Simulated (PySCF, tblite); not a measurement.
**C₆H₅ClO− (doublet): geometry, infrared bands and EPR parameters**

Aim: predict the infrared bands and EPR parameters of C₆H₅ClO− (doublet) (`O[C-]1[CH]C=CC=C1Cl`).

Programs: tblite 0.8.0 and PySCF 2.14.0, with density-fitted response routines of our own. Each step states its level of theory. These are calculated values for one molecule in the gas phase, unless marked as measured. Atoms are numbered from 0 throughout.

## 1. The starting structure

13 atoms, charge -1, multiplicity 2; geometry from: force field or distance geometry start.

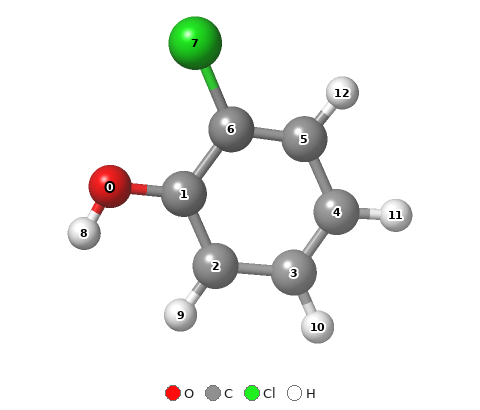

As it starts; oxygen red, carbon grey, chlorine green, hydrogen white, atoms numbered; sticks join atoms by distance.

## 2. Optimising the geometry with GFN2-xTB

Job settings and geometry (Å):

```
{"job": {"kind": "relax", "xc": "GFN2-xTB", "basis": "xTB"}, "charge": -1, "multiplicity": 2}
O     -1.491500     1.942900    -0.457800
C     -0.665500     0.895900    -0.217600
C     -1.208100    -0.435800    -0.040100
C     -0.314700    -1.531100     0.211500
C      1.008400    -1.299700     0.310100
C      1.556000     0.047300     0.131600
C      0.770600     1.115200    -0.115700
Cl     1.440200     2.691400    -0.303100
H     -2.427000     1.675100    -0.498100
H     -2.285300    -0.614700    -0.107600
H     -0.726400    -2.536700     0.342900
H      1.706100    -2.107600     0.500300
H      2.632800     0.158300     0.225800
```

The run is started by

```console
> OMP_NUM_THREADS=1 python probes_run.py task.json out
```

One launch serves the whole session: the jobs run in the order shown.

Log:

```text
step      E/eV     max force
  0    -656.36315    4.562
  1    -656.67722    1.627
  2    -656.75275    1.329
  3    -656.79822    1.096
  4    -656.81525    0.395
  5    -656.82461    0.311
  6    -656.83213    0.281
  7    -656.83592    0.223
  8    -656.83840    0.147
  9    -656.83940    0.128
 10    -656.84022    0.106
 11    -656.84101    0.099
 12    -656.84154    0.055
 13    -656.84184    0.036
 14    -656.84204    0.046
 15    -656.84221    0.048
 16    -656.84231    0.026
 17    -656.84235    0.015
 18    -656.84237    0.011
 19    -656.84239    0.014
 20    -656.84240    0.011
 21    -656.84241    0.007
```

Wall time 0.11 s (1 thread of Arm Neoverse V2, shared host).

The steps of the relaxation:

| step | energy from step 0 (eV) | largest force (eV/Å) |
| --- | --- | --- |
| 0 | 0.0000 | 4.5617 |
| 1 | -0.3141 | 1.6275 |
| 2 | -0.3896 | 1.3288 |
| 3 | -0.4351 | 1.0961 |
| 4 | -0.4521 | 0.3954 |
| 5 | -0.4615 | 0.3106 |
| 6 | -0.4690 | 0.2805 |
| 7 | -0.4728 | 0.2234 |
| 8 | -0.4752 | 0.1474 |
| 9 | -0.4762 | 0.1278 |
| 10 | -0.4771 | 0.1064 |
| 11 | -0.4779 | 0.0990 |
| 12 | -0.4784 | 0.0548 |
| 13 | -0.4787 | 0.0363 |
| 14 | -0.4789 | 0.0460 |
| 15 | -0.4791 | 0.0480 |
| 16 | -0.4792 | 0.0263 |
| 17 | -0.4792 | 0.0149 |
| 18 | -0.4792 | 0.0109 |
| 19 | -0.4792 | 0.0139 |
| 20 | -0.4792 | 0.0114 |
| 21 | -0.4793 | 0.0075 |

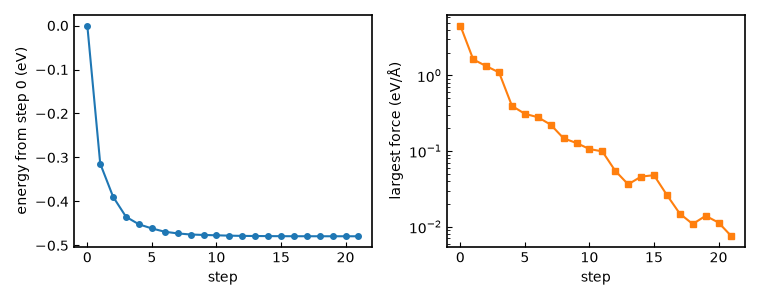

Energy and force, step by step.

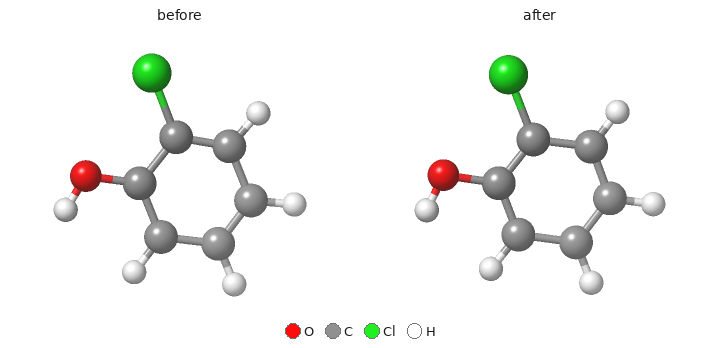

The geometry before (left) and after (right).

Distances of close pairs at the start and the end, largest changes first:

| bond | before (Å) | after (Å) | change (Å) |
| --- | --- | --- | --- |
| C5–C6 | 1.348 | 1.451 | +0.102 |
| C4–C5 | 1.465 | 1.381 | -0.084 |
| C1–C6 | 1.456 | 1.379 | -0.077 |
| C1–C2 | 1.449 | 1.382 | -0.067 |
| O0–C1 | 1.355 | 1.397 | +0.042 |
| C3–C4 | 1.347 | 1.377 | +0.030 |
| C6–Cl7 | 1.723 | 1.745 | +0.023 |
| C2–C3 | 1.436 | 1.452 | +0.016 |

The end geometry stands in the next job.

## 3. Harmonic vibrations with GFN2-xTB

Job settings and geometry (Å):

```
{"job": {"kind": "ir", "xc": "GFN2-xTB", "basis": "xTB"}, "charge": -1, "multiplicity": 2}
O     -1.502665     1.962720    -0.461359
C     -0.662428     0.876223    -0.206646
C     -1.197967    -0.388032    -0.050393
C     -0.312275    -1.507492     0.214231
C      1.042898    -1.282518     0.304999
C      1.597315    -0.026520     0.151640
C      0.698515     1.080458    -0.115593
Cl     1.368857     2.680226    -0.309555
H     -2.398068     1.608941    -0.485453
H     -2.269909    -0.541946    -0.123141
H     -0.734407    -2.497292     0.335111
H      1.707704    -2.121349     0.505080
H      2.658044     0.157068     0.223352
```

Log:

```text
mode    cm-1     km/mol
  1     -84.8      0.62
  2     154.0      3.11
  3     194.2      1.26
  4     263.1      0.01
  5     329.5      1.05
  6     353.8    110.89
  7     444.6      7.59
  8     451.4     12.86
  9     506.8      4.07
 10     512.4      0.30
 11     517.4     33.29
 12     537.5      4.22
 13     612.2     11.71
 14     621.1      5.47
 15     797.0     25.66
 16     871.6      0.36
 17     988.5     57.89
 18     993.5      8.61
 19    1020.6     15.63
 20    1096.7     15.14
 21    1161.7     35.70
 22    1189.4     34.48
 23    1245.0      0.62
 24    1259.2    144.42
 25    1339.4      5.69
 26    1452.3     38.22
 27    1508.6    114.21
 28    1527.5     47.23
 29    2956.0    194.41
 30    2981.8    129.86
 31    3019.6    319.68
 32    3067.5     79.03
 33    3540.7      5.91
```

Wall time 0.33 s (1 thread of Arm Neoverse V2, shared host).

The strongest bands and the atoms that carry them (share of the mass-weighted mode):

| cm⁻¹ | km/mol | atoms |
| --- | --- | --- |
| 354 | 110.9 | H8 90 % |
| 988 | 57.9 | C2 32 %, C6 19 %, C1 15 %, C4 11 % |
| 1259 | 144.4 | H9 27 %, H8 26 %, C1 14 % |
| 1509 | 114.2 | C4 31 %, C1 24 %, C3 20 % |
| 2956 | 194.4 | H11 89 % |
| 2982 | 129.9 | H9 83 % |
| 3020 | 319.7 | H10 79 % |
| 3068 | 79.0 | H12 90 % |

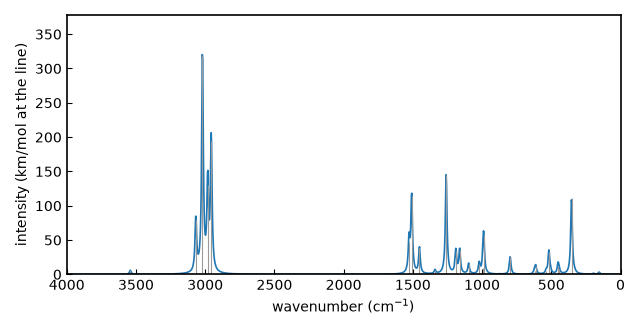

The infrared spectrum from these modes, unscaled. Lines are broadened to a width of 14 cm⁻¹ (Lorentzian).

## 4. g tensor and hyperfine couplings: B3LYP/pcH-1

The job, as its differences from that of step 3:

```diff
@@ -1,2 +1,2 @@
-{"job": {"kind": "ir", "xc": "GFN2-xTB", "basis": "xTB"}, "charge": -1, "multiplicity": 2}
+{"job": {"kind": "epr", "basis": "pcH-1"}, "charge": -1, "multiplicity": 2}
 O     -1.502665     1.962720    -0.461359
```

Method: UKS B3LYP, pcH-1 on C Cl H O, non-relativistic, mean-field spin-orbit, GIAO.

Log:

```text
UKS, coarse grid
  cycle   1  E = -766.90303238  |g| = 5.71e-01
  cycle   2  E = -766.81489196  |g| = 7.49e-01
  cycle   3  E = -767.04719502  |g| = 7.23e-02
  cycle   4  E = -767.04841694  |g| = 5.08e-02
  cycle   5  E = -767.04956989  |g| = 1.51e-02
  cycle   6  E = -767.04967694  |g| = 5.77e-03
  cycle   7  E = -767.04969777  |g| = 3.16e-03
  cycle   8  E = -767.04970454  |g| = 9.37e-04
UKS, final grid
  cycle   1  E = -767.04966405  |g| = 1.12e-03
  cycle   2  E = -767.04966326  |g| = 1.93e-03
  cycle   3  E = -767.04966524  |g| = 3.33e-04
  cycle   4  E = -767.04966539  |g| = 2.09e-04
  cycle   5  E = -767.04966557  |g| = 1.33e-04
  cycle   6  E = -767.04966561  |g| = 4.24e-05
  cycle   7  E = -767.04966562  |g| = 2.85e-05
E = -767.04966562 Eh   <S^2> = 0.7605 (exact 0.7500)
g shifts (ppm)      1          2          3
  rmc          -153       -153       -153
  gc             -7         33         28
  oz_so        -248       1031       1427
  total        -408        910       1301
hyperfine (MHz)  atom isotope    a_iso     a_fc   dipolar eigenvalues
    0   17O       1.88       1.89     -2.12     -1.20      3.32
    1   13C     -28.47     -28.48    -11.30      4.71      6.58
    2   13C      20.96      21.04    -28.43    -27.15     55.59
    3   13C      17.87      17.91    -25.37    -24.30     49.67
    4   13C     -26.45     -26.46    -12.63      4.86      7.78
    5   13C      23.95      23.97    -30.55    -29.23     59.78
    6   13C      22.22      22.04    -27.64    -26.29     53.93
    7  35Cl      -0.75      -0.63     -5.75     -1.75      7.50
    8    1H      -0.44      -0.44     -2.44     -1.60      4.05
    9    1H     -22.98     -22.98    -14.79      0.76     14.03
   10    1H     -20.99     -21.00    -13.05      0.10     12.95
   11    1H       3.95       3.95     -3.45      0.84      2.62
   12    1H     -25.86     -25.89    -15.80      0.97     14.83
```

Wall time 67 s (1 thread of Arm Neoverse V2, shared host); peak memory 0.95 GiB.

Principal g values 2.00191, 2.00323, 2.00362; g(iso) = 2.00292, against 2.00232 for a free electron.

Hyperfine couplings, nucleus by nucleus at this fixed geometry (no averaging over rotations):

| nuclei | isotope | a(iso) (MHz) | a(iso) (G, at g = 2.0023) | largest dipolar term (MHz) |
| --- | --- | --- | --- | --- |
| C1 | 13C | -28.5 | -10.2 | -11.3 |
| C4 | 13C | -26.4 | -9.4 | -12.6 |
| H12 | 1H | -25.9 | -9.2 | -15.8 |
| C5 | 13C | 23.9 | 8.5 | 59.8 |
| H9 | 1H | -23.0 | -8.2 | -14.8 |
| C6 | 13C | 22.2 | 7.9 | 53.9 |
| H10 | 1H | -21.0 | -7.5 | -13.0 |
| C2 | 13C | 21.0 | 7.5 | 55.6 |
| C3 | 13C | 17.9 | 6.4 | 49.7 |
| H11 | 1H | 3.9 | 1.4 | -3.5 |
| O0 | 17O | 1.9 | 0.7 | 3.3 |
| Cl7 | 35Cl | -0.8 | -0.3 | 7.5 |
| H8 | 1H | -0.4 | -0.2 | 4.0 |

Mulliken spin populations:

O0 0.00; C1 -0.09; C2 0.33; C3 0.30; C4 -0.12; C5 0.38; C6 0.25; Cl7 0.00; H8 0.00; H9 -0.02; H10 -0.02; H11 0.00; H12 -0.02

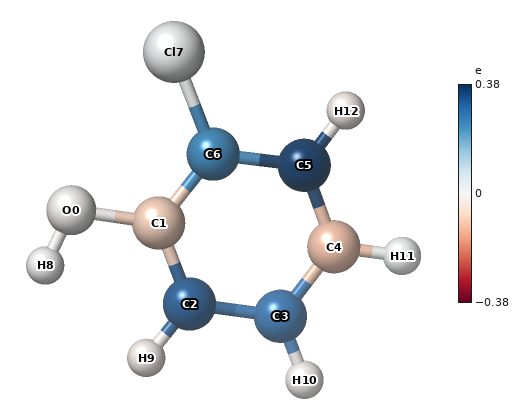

Mulliken spin populations, as colours on the atoms.

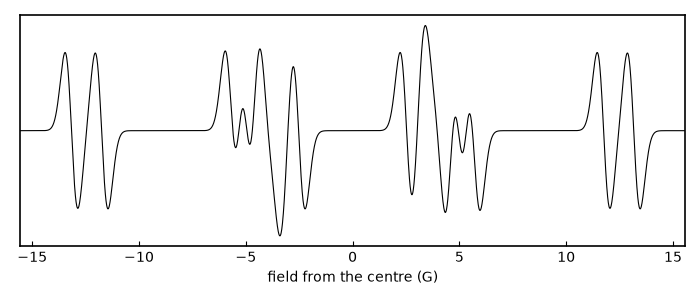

First-order isotropic spectrum (first derivative, main isotopes with spin only, couplings over 0.8 MHz, Gaussian width 0.3 G; couplings of the frozen geometry, rotation of groups not averaged beyond the rows shown).

The fields below are evaluated on a grid from the run's orbitals.

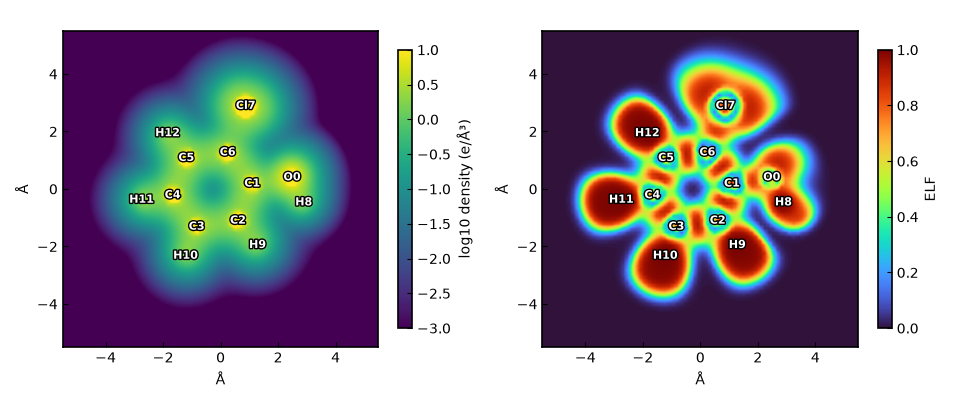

Density (left) and ELF (right) in a plane through or near 13 of the atoms.

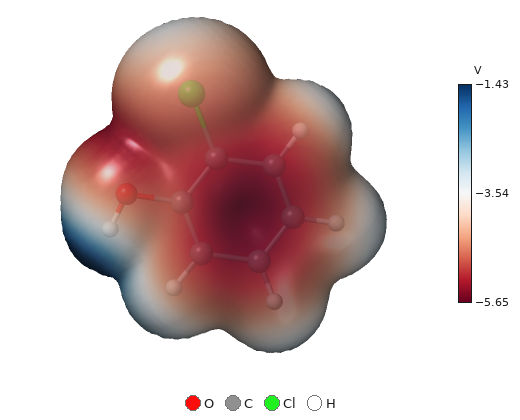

Electrostatic potential on the surface of density 0.002 e/bohr³; red is low, blue high. It runs from -5.65 V near C5 to -1.43 V near H8.

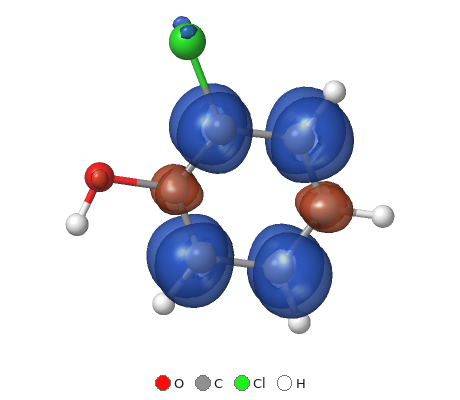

Spin density at ±0.02 e/Å³ (alpha excess blue, beta excess red).

## 5. What came out

| quantity | value |
| --- | --- |
| strongest single infrared mode (GFN2-xTB) | 3020 cm⁻¹, 320 km/mol |
| zero-point energy (GFN2-xTB) | 53.6 kcal/mol |
| g(iso) (B3LYP) | 2.00292 |
| ⟨S²⟩ | 0.761 (exact 0.75) |
| largest a(iso) | 13C on C1, -28.5 MHz |

In words: The optimisation took 21 steps and gained 0.479 eV; among the close pairs (by a distance rule), C5–C6 changed most, from 1.348 to 1.451 Å. The lowest mode is imaginary (85i cm⁻¹), so the xTB geometry is not a minimum: the zero-point energy counts the real modes alone, and all values at this geometry belong to a saddle point. The strongest single mode, at 3020 cm⁻¹, moves mainly H10. GFN2-xTB is a fitted tight-binding method: band positions and strengths are rough. Its intensities can rank the bands wrongly. The largest spin populations lie on C5 (0.38 e), C2 (0.33 e), C3 (0.30 e). The isotropic g lies 0.6 ppt above the free-electron value. The records flag this anion as possibly unbound in the gas phase, so the basis may hold the extra electron. The conformer search (at its own cheap level) found a structure 14.5 kcal/mol lower, too far down for a turn about a bond: it may have other bonds, so these spectra needn't be the molecule's.
